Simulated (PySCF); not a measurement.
# C9H9BF2: NMR shifts in solvents

Aim: compute the NMR shifts of C9H9BF2 (`FB(F)c1ccc(C2CC2)cc1`), and see what a dielectric continuum does where one was used.

Programs: PySCF 2.14.0, with density-fitted response routines of our own. Each step states its level of theory. These are calculated values for one molecule, in the gas phase or a continuum, unless marked as measured. Atoms count from 0, in the outputs and in this text.

## 1. The starting structure

21 atoms, charge 0, multiplicity 1; geometry from: GFN2-xTB.

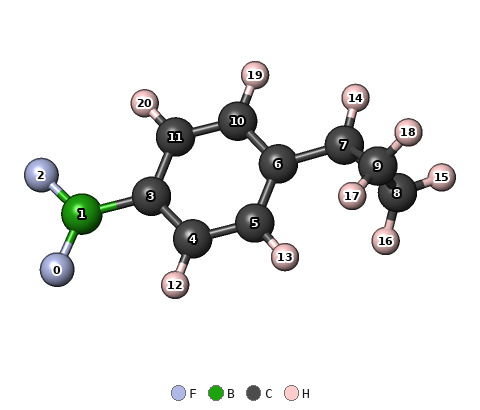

The starting geometry (fluorine light blue, boron green, carbon dark grey, hydrogen pink), atoms numbered.

## 2. Geometry optimisation at PBE0-D3(BJ)/def2-SVP

What the job is given:

```
{"job": {"xc": "PBE0", "basis": "def2-SVP", "d3": "d3bj", "grid": 1, "kind": "geom"}, "charge": 0, "multiplicity": 1}
F      4.364156    -0.985062    -1.166556
B      3.809821     0.021658    -0.510740
F      4.675537     0.949287    -0.135229
C      2.294701     0.107178    -0.209022
C      1.410260    -0.893459    -0.630701
C      0.060128    -0.817321    -0.362455
C     -0.467841     0.263735     0.342734
C     -1.906151     0.382439     0.645656
C     -2.749832    -0.836121     0.925796
C     -2.947832    -0.080751    -0.343010
C      0.406767     1.264009     0.766654
C      1.756456     1.190334     0.496631
H      1.803261    -1.738591    -1.176746
H     -0.589177    -1.608414    -0.707072
H     -2.152571     1.271859     1.213583
H     -3.500415    -0.758406     1.697501
H     -2.270950    -1.802028     0.883070
H     -2.603916    -0.521829    -1.265803
H     -3.836301     0.521710    -0.455085
H      0.017103     2.110540     1.314104
H      2.417877     1.976177     0.830920
```

The log of the run:

```text
step   0  E = -571.98992267  max force = 0.009063
step   1  E = -571.99114953  max force = 0.002584
step   2  E = -571.99168218  max force = 0.006424
step   3  E = -571.99188985  max force = 0.001980
step   4  E = -571.99192964  max force = 0.001304
step   5  E = -571.99194365  max force = 0.000705
step   6  E = -571.99194136  max force = 0.000375
step   7  E = -571.99194139  max force = 0.000377
optimisation converged
```

It took 3.2 min on 1 thread, shared host.

The steps of the relaxation:

```csv
step,energy from step 0 (eV),largest force component (eV/Å)
0,0.0000,0.4660
1,-0.0334,0.1329
2,-0.0479,0.3303
3,-0.0535,0.1018
4,-0.0546,0.0671
5,-0.0550,0.0363
6,-0.0549,0.0193
7,-0.0549,0.0194
```

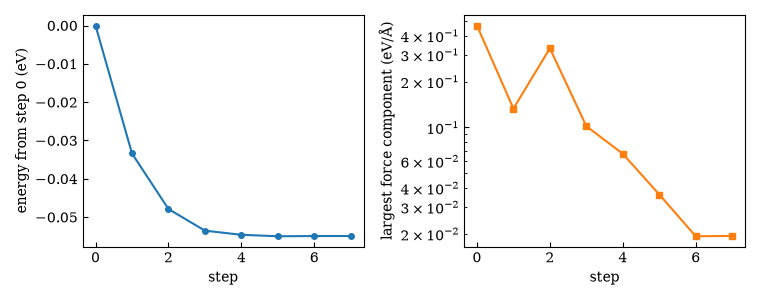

Energy and force, step by step.

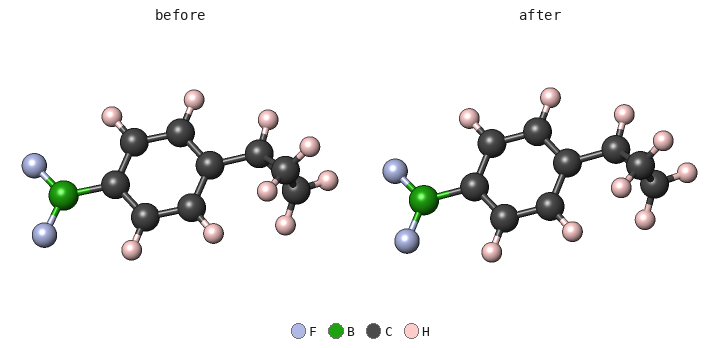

Before and after, at one scale.

Close pairs (by a distance rule), those that changed most:

| bond | before (Å) | after (Å) | change (Å) |
| --- | --- | --- | --- |
| C8–H16 | 1.079 | 1.094 | +0.015 |
| C9–H17 | 1.079 | 1.094 | +0.015 |
| C9–H18 | 1.079 | 1.093 | +0.014 |
| C8–H15 | 1.079 | 1.093 | +0.014 |
| C5–H13 | 1.080 | 1.093 | +0.013 |
| C11–H20 | 1.080 | 1.093 | +0.013 |
| C4–H12 | 1.080 | 1.093 | +0.013 |
| C10–H19 | 1.081 | 1.093 | +0.012 |

The next job starts from the end point, and lists it.

```
                         at the end point                value
  point group (found at 0.08 Å tolerance)                   Cs
rotational constants (GHz, main isotopes)  2.918, 0.417, 0.376
                        dipole moment (D)                 3.23
```

## 3. NMR shieldings: PBE0/pcSseg-1 in acetone

What the job is given:

```
{"job": {"kind": "nmr", "xc": "PBE0", "basis": "pcSseg-1", "solvent": "acetone", "pop": true}, "charge": 0, "multiplicity": 1}
F      4.340893    -1.236269    -0.930507
B      3.840539    -0.184774    -0.300618
F      4.711798     0.712679     0.130540
C      2.322799    -0.011267    -0.083106
C      1.413836    -0.974025    -0.552180
C      0.047553    -0.822694    -0.361335
C     -0.465435     0.299718     0.308165
C     -1.919126     0.489954     0.529263
C     -2.828673    -0.685917     0.789977
C     -2.928530     0.047837    -0.502378
C      0.440273     1.262303     0.776243
C      1.808153     1.110836     0.584893
H      1.790807    -1.856399    -1.075757
H     -0.630897    -1.591944    -0.739283
H     -2.162802     1.408902     1.069791
H     -3.621786    -0.556217     1.530662
H     -2.369644    -1.678490     0.792937
H     -2.538592    -0.430137    -1.405371
H     -3.791982     0.695400    -0.674392
H      0.058158     2.142619     1.299763
H      2.493771     1.875167     0.960146
```

Method: GIAO PBE0/pcSseg-1 NMR shielding, non-relativistic, IEF-PCM acetone.

The log of the run:

```text
coarse grid: 18616 points
cycle   1  E = -572.1698498455  dE =  1.936e+00  |g| = 6.622e-01  |ddm| = 4.482e+00
cycle   2  E = -572.1390190797  dE =  3.083e-02  |g| = 8.481e-01  |ddm| = 1.006e+00
cycle   3  E = -572.2518511107  dE = -1.128e-01  |g| = 6.176e-02  |ddm| = 4.912e-01
cycle   4  E = -572.2524598972  dE = -6.088e-04  |g| = 3.354e-02  |ddm| = 7.863e-02
cycle   5  E = -572.2527087803  dE = -2.489e-04  |g| = 8.173e-03  |ddm| = 3.299e-02
cycle   6  E = -572.2527230661  dE = -1.429e-05  |g| = 3.608e-03  |ddm| = 1.063e-02
cycle   7  E = -572.2527266048  dE = -3.539e-06  |g| = 3.793e-04  |ddm| = 3.949e-03
final grid: 183640 points
cycle   8  E = -572.3330649248  dE = -8.662e-05  |g| = 8.363e-03  |ddm| = 6.147e-02
cycle   9  E = -572.3330632941  dE =  1.631e-06  |g| = 8.856e-03  |ddm| = 1.706e-02
cycle  10  E = -572.3330833315  dE = -2.004e-05  |g| = 8.248e-04  |ddm| = 8.710e-03
cycle  11  E = -572.3330834669  dE = -1.354e-07  |g| = 4.268e-04  |ddm| = 1.240e-03
cycle  12  E = -572.3330835128  dE = -4.594e-08  |g| = 8.909e-05  |ddm| = 4.204e-04
cycle  13  E = -572.3330835145  dE = -1.640e-09  |g| = 3.603e-05  |ddm| = 1.077e-04
cycle  14  E = -572.3330835148  dE = -3.304e-10  |g| = 4.372e-06  |ddm| = 3.829e-05
converged SCF energy = -572.3330835148

GIAO shielding tensors (ppm)
atom      isotropic    diamagn.    paramagn.     s11        s22        s33       span
  0 F      272.402     467.276    -194.874    115.524    316.838    384.844    269.320
  1 B       75.586     199.743    -124.158     62.311     77.237     87.209     24.898
  2 F      272.025     466.212    -194.187    114.505    316.539    385.032    270.527
  3 C       61.470     257.731    -196.261    -28.085     23.625    188.871    216.956
  4 C       40.925     253.585    -212.660    -76.706     23.260    176.222    252.928
  5 C       58.341     254.487    -196.145    -48.028     41.330    181.722    229.750
  6 C       23.610     257.925    -234.315    -66.622    -32.259    169.711    236.333
  7 C      166.573     243.520     -76.947    133.173    146.183    220.363     87.190
  8 C      169.239     255.372     -86.133    134.167    171.866    201.684     67.517
  9 C      169.098     254.766     -85.668    133.751    171.884    201.658     67.907
 10 C       50.312     251.706    -201.394    -56.818     46.627    161.127    217.945
 11 C       41.578     254.048    -212.471    -74.321     24.006    175.048    249.369
 12 H       23.150      31.628      -8.477     18.812     22.457     28.181      9.369
 13 H       24.259      33.649      -9.390     19.244     22.073     31.461     12.217
 14 H       29.393      32.005      -2.612     21.231     28.375     38.574     17.343
 15 H       29.953      29.271       0.682     23.934     25.796     40.128     16.194
 16 H       30.385      31.404      -1.019     24.319     29.048     37.787     13.469
 17 H       30.400      31.417      -1.017     24.350     29.069     37.782     13.432
 18 H       29.951      29.302       0.649     23.942     25.787     40.124     16.181
 19 H       23.465      32.912      -9.447     19.594     22.490     28.312      8.718
 20 H       23.157      30.956      -7.800     19.014     22.709     27.747      8.732
```

It took 49 s on 1 thread, shared host.

Shifts follow as δ = σ(reference) − σ, with reference shieldings (ppm) from runs at the same level and on the same kind of geometry: ¹H TMS 31.24, ¹³C TMS 185.4, ¹⁹F CFCl3 180.4, ¹¹B BF3·OEt2 101.3. The references are single molecules in the same continuum, so shifts against H2O, NH3, PH3, H3PO4 or CFCl3 are not on the usual liquid scales and can be off by tens of ppm. Atoms listed in one row are averaged.

```csv
atoms,environment,σ (ppm),δ (ppm)
C6,substituted aromatic carbon,23.6,161.8
"C4, C11",aromatic CH,41.3,144.2
"C5, C10",aromatic CH,54.3,131.1
C3,substituted aromatic carbon,61.5,124.0
C7,three-membered-ring carbon,166.6,18.9
"C8, C9",three-membered-ring carbon,169.2,16.3
"H12, H20",hydrogen on an aromatic CH,23.15,8.09
"H13, H19",hydrogen on an aromatic CH,23.86,7.38
H14,hydrogen on a three-membered-ring carbon,29.39,1.85
"H15, H18",hydrogen on a three-membered-ring carbon,29.95,1.29
"H16, H17",hydrogen on a three-membered-ring carbon,30.39,0.85
"F0, F2",fluorine bonded to B,272.2,-91.8
B1,"boron bonded to C, 2 F",75.6,25.7
```

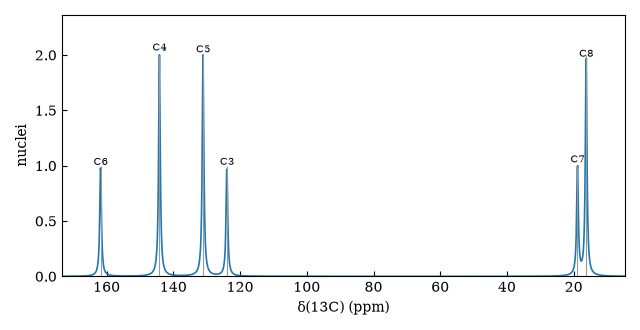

¹³C lines at the computed shifts, without couplings. Lines are broadened to a width of 0.58 ppm (Lorentzian).

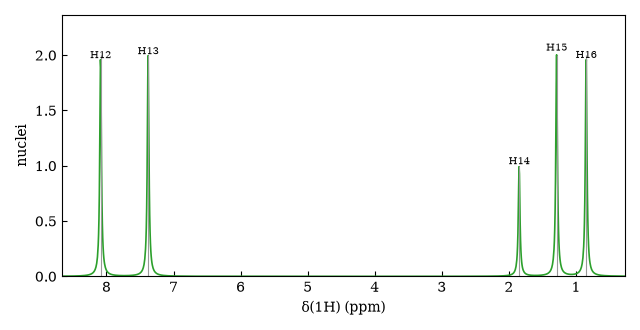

¹H lines at the computed shifts, without couplings. Lines are broadened to a width of 0.03 ppm (Lorentzian).

The run also stored atomic charges by several schemes (e):

```
  atoms  Mulliken    IAO  Hirshfeld  ESP fit
 F0, F2     -0.30  -0.33      -0.15    -0.30
     B1      0.78   0.71       0.30     0.68
     C3     -0.30  -0.22      -0.11    -0.08
C4, C11     -0.08  -0.12      -0.04    -0.25
C5, C10     -0.05  -0.17      -0.05    -0.12
     C6     -0.14   0.03       0.02     0.09
     C7     -0.22  -0.14      -0.04    -0.22
 C8, C9     -0.20  -0.28      -0.08    -0.28
```

ESP fit charges:

F0 -0.30; B1 0.68; F2 -0.31; C3 -0.08; C4 -0.29; C5 -0.08; C6 0.09; C7 -0.22; C8 -0.27; C9 -0.30; C10 -0.16; C11 -0.21; H12 0.17; H13 0.19; H14 0.19; H15 0.16; H16 0.13; H17 0.14; H18 0.17; H19 0.15; H20 0.17

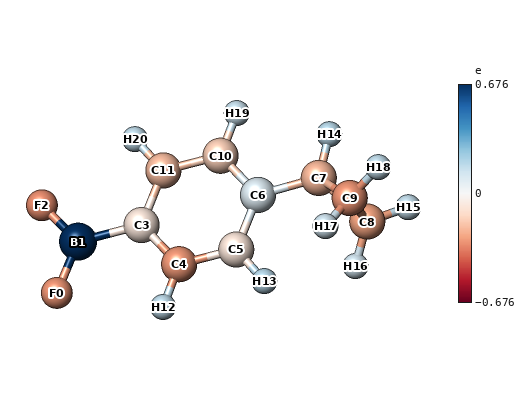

ESP fit charges, as colours on the atoms.

Mayer bond orders: F0–B1 1.10, B1–F2 1.10, B1–C3 0.97, C3–C4 1.36, C4–C5 1.49, C5–C6 1.36, C6–C7 1.03, C7–C8 0.93, C8–C9 0.98, C6–C10 1.37, C10–C11 1.46, C11–C3 1.38, C9–C7 0.93.

Ring of atoms C3, C4, C5, C6, C10, C11: NICS(0) -7.3, NICS(1) -10.8, NICS(1)zz -25.9 ppm (means of both faces).

Ring of atoms C7, C8, C9: NICS(0) -42.8, NICS(1) -7.6, NICS(1)zz -24.0 ppm (means of both faces).

In rings of three or four atoms NICS is ruled by the nearby σ bonds, so it says little on aromaticity.

## 4. Shielding tensors: PBE0/pcSseg-1 in water

The job, as its differences from that of step 3:

```diff
@@ -1,2 +1,2 @@
-{"job": {"kind": "nmr", "xc": "PBE0", "basis": "pcSseg-1", "solvent": "acetone", "pop": true}, "charge": 0, "multiplicity": 1}
+{"job": {"kind": "nmr", "xc": "PBE0", "basis": "pcSseg-1", "solvent": "water", "pop": false}, "charge": 0, "multiplicity": 1}
 F      4.340893    -1.236269    -0.930507
```

Method: GIAO PBE0/pcSseg-1 NMR shielding, non-relativistic, IEF-PCM water.

The log of the run:

```text
coarse grid: 18616 points
cycle   1  E = -572.1704941401  dE =  1.936e+00  |g| = 6.617e-01  |ddm| = 4.482e+00
cycle   2  E = -572.1399112171  dE =  3.058e-02  |g| = 8.468e-01  |ddm| = 1.001e+00
cycle   3  E = -572.2523151059  dE = -1.124e-01  |g| = 6.158e-02  |ddm| = 4.894e-01
cycle   4  E = -572.2529231505  dE = -6.080e-04  |g| = 3.324e-02  |ddm| = 7.796e-02
cycle   5  E = -572.2531676747  dE = -2.445e-04  |g| = 7.989e-03  |ddm| = 3.245e-02
cycle   6  E = -572.2531812311  dE = -1.356e-05  |g| = 3.548e-03  |ddm| = 1.032e-02
cycle   7  E = -572.2531846533  dE = -3.422e-06  |g| = 3.766e-04  |ddm| = 3.871e-03
final grid: 183640 points
cycle   8  E = -572.3335175276  dE = -8.669e-05  |g| = 8.351e-03  |ddm| = 6.149e-02
cycle   9  E = -572.3335160120  dE =  1.516e-06  |g| = 8.822e-03  |ddm| = 1.696e-02
cycle  10  E = -572.3335358875  dE = -1.988e-05  |g| = 8.154e-04  |ddm| = 8.628e-03
cycle  11  E = -572.3335360203  dE = -1.328e-07  |g| = 4.188e-04  |ddm| = 1.217e-03
cycle  12  E = -572.3335360643  dE = -4.399e-08  |g| = 8.860e-05  |ddm| = 4.108e-04
cycle  13  E = -572.3335360659  dE = -1.623e-09  |g| = 3.579e-05  |ddm| = 1.070e-04
cycle  14  E = -572.3335360662  dE = -3.283e-10  |g| = 4.317e-06  |ddm| = 3.809e-05
converged SCF energy = -572.3335360662

GIAO shielding tensors (ppm)
atom      isotropic    diamagn.    paramagn.     s11        s22        s33       span
  0 F      272.598     467.291    -194.693    115.919    317.058    384.818    268.899
  1 B       75.584     199.753    -124.169     62.243     77.232     87.277     25.034
  2 F      272.230     466.230    -193.999    114.914    316.768    385.009    270.096
  3 C       61.541     257.801    -196.260    -28.018     23.761    188.881    216.900
  4 C       40.912     253.561    -212.648    -76.690     23.128    176.299    252.989
  5 C       58.241     254.443    -196.202    -48.097     40.973    181.847    229.944
  6 C       23.494     257.977    -234.483    -66.685    -32.550    169.716    236.401
  7 C      166.606     243.519     -76.913    133.154    146.279    220.386     87.232
  8 C      169.256     255.393     -86.137    134.161    171.923    201.684     67.523
  9 C      169.114     254.790     -85.675    133.745    171.940    201.658     67.913
 10 C       50.288     251.655    -201.367    -56.805     46.364    161.306    218.111
 11 C       41.581     254.031    -212.450    -74.297     23.912    175.126    249.423
 12 H       23.140      31.628      -8.488     18.798     22.453     28.168      9.370
 13 H       24.235      33.620      -9.385     19.211     22.058     31.436     12.225
 14 H       29.373      31.987      -2.614     21.208     28.344     38.567     17.359
 15 H       29.944      29.251       0.693     23.924     25.779     40.128     16.204
 16 H       30.376      31.399      -1.023     24.309     29.031     37.787     13.479
 17 H       30.392      31.412      -1.021     24.340     29.053     37.782     13.442
 18 H       29.942      29.282       0.659     23.932     25.770     40.123     16.192
 19 H       23.444      32.897      -9.453     19.564     22.480     28.288      8.724
 20 H       23.147      30.960      -7.813     19.000     22.706     27.735      8.734
```

Wall time 47 s (1 thread, shared host).

This run: δ C6 162.0, C4 144.3, C5 131.2, C3 124.0, H12 8.10, H13 7.40 ppm (means over like atoms).

## 5. Run by run: NMR shifts

Shifts (ppm) of some atoms, chosen among heavy atoms and hydrogens apart, means over like atoms, with basis size and wall time:

```csv
run,C6,C4,C5,C8,H13,H14,B1,functions,time
PBE0/pcSseg-1 in acetone,161.8,144.2,131.1,16.3,7.38,1.85,25.7,249,49 s
PBE0/pcSseg-1 in water,162.0,144.3,131.2,16.3,7.40,1.87,25.8,249,47 s
```

The continuum's effect on the ground state:

```csv
solvent,ε,polarisation energy (Eh),μ (D)
acetone,20.49,-0.0076,4.13
water,78.36,-0.0082,4.17
```

## 6. Outcome

```
                                                                          quantity                                       value
                                                                       point group                                          Cs
                                              rotational constants (main isotopes)                        2.92, 0.42, 0.38 GHz
  ¹³C shifts against TMS (PBE0/pcSseg-1, acetone, means over atoms taken as alike)  161.8, 144.2, 131.1, 124.0, 18.9, 16.3 ppm
   ¹H shifts against TMS (PBE0/pcSseg-1, acetone, means over atoms taken as alike)            8.09, 7.38, 1.85, 1.29, 0.85 ppm
¹⁹F shifts against CFCl3 (PBE0/pcSseg-1, acetone, means over atoms taken as alike)                                   -91.8 ppm
                              ¹¹B shifts against BF3·OEt2 (PBE0/pcSseg-1, acetone)                                    25.7 ppm
                                                          range of the shift of C6                          161.8 to 162.0 ppm
```

The optimisation took 7 steps and gained 0.055 eV; among the close pairs (by a distance rule), C8–H16 changed most, from 1.079 to 1.094 Å. At PBE0/pcSseg-1: The widest tensor belongs to F0, F2: span 270 ppm, with a paramagnetic part of -195 ppm. NICS(1)zz of -26 ppm above the planar ring from C3 marks a diatropic (aromatic) ring current. In ppm, C6 moves most: its shift spreads over 0.2 ppm, from 161.8 (PBE0/pcSseg-1 in acetone) to 162.0 (PBE0/pcSseg-1 in water). Part of that comes from the computed reference. The continuum holds electrostatics alone: no hydrogen bonds to the solvent, and the gas-phase geometry is kept.
